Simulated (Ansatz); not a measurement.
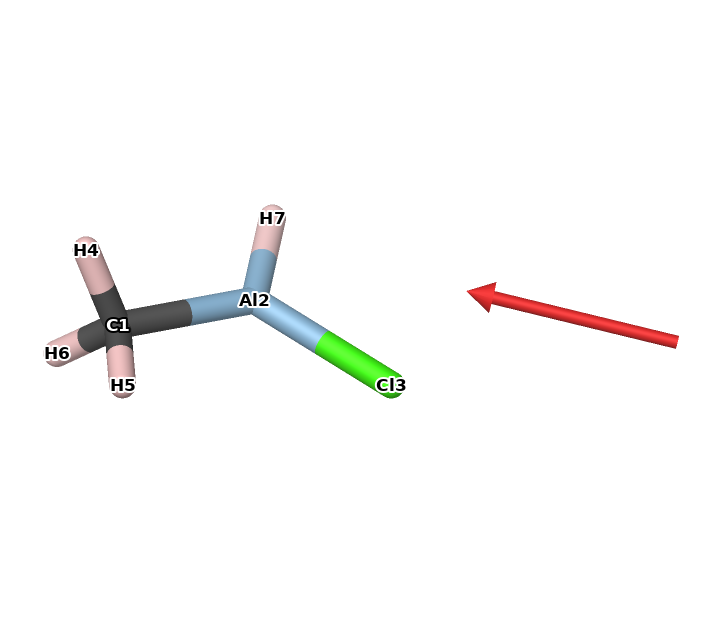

The arrow beside the molecule shows the direction of the dipole moment, from the negative to the positive end (its length means nothing). The computed structure is the end point of a PBE-D4/def2-SVP optimisation. No frequency run is at hand to confirm it as a minimum. Method: RKS PBE-D4/def2-SVP (Ansatz 0.2.0).

Estimate the dipole moment.

1.78 D; it points from the side of Cl3 to the side of H4, H6 (the outermost atoms at the two ends).
